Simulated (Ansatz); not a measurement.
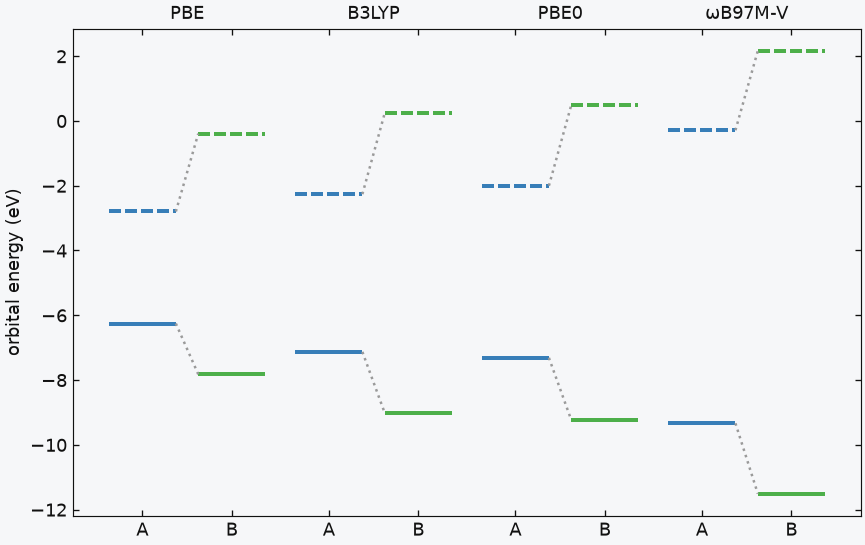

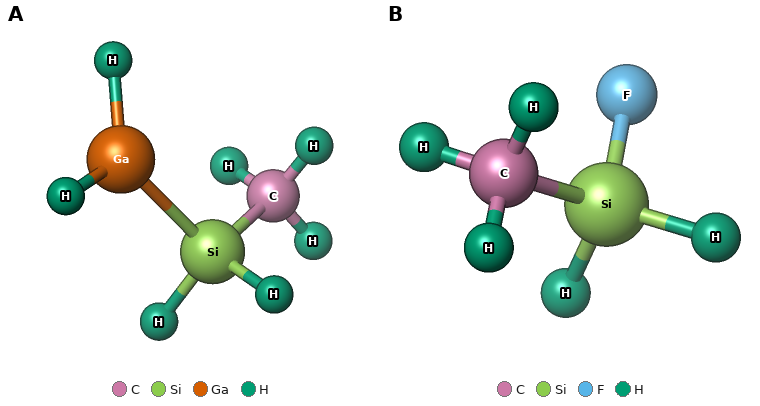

One change: A, CH₇GaSi (SMILES C[SiH2][GaH2]), becomes B, CH₅FSi (SMILES C[SiH2]F). GaH₂ on Si is replaced by F. HOMO (solid) and LUMO (dashed) computed in def2-TZVPP at PBE0-D4/def2-TZVP geometries, both minima by their frequencies, gas phase, the Ansatz code 0.2.0. Empty levels above zero depend strongly on the basis.

> What does the change do to HOMO and LUMO?

PBE: the HOMO falls by 1.57 eV, the LUMO rises by 2.40 eV, and the separation goes from 3.46 to 7.43 eV. B3LYP: the HOMO falls by 1.89 eV, the LUMO rises by 2.51 eV, and the separation goes from 4.87 to 9.27 eV. PBE0: the HOMO falls by 1.92 eV, the LUMO rises by 2.49 eV, and the separation goes from 5.31 to 9.73 eV. ωB97M-V: the HOMO falls by 2.17 eV, the LUMO rises by 2.45 eV, and the separation goes from 9.05 to 13.68 eV.

> Do the functionals agree on the effect?

They agree on the direction for both levels; the HOMO shift lies between −2.17 and −1.57 eV and the LUMO shift between 2.40 and 2.51 eV, while the separations themselves differ by up to 6.2 eV between functionals.
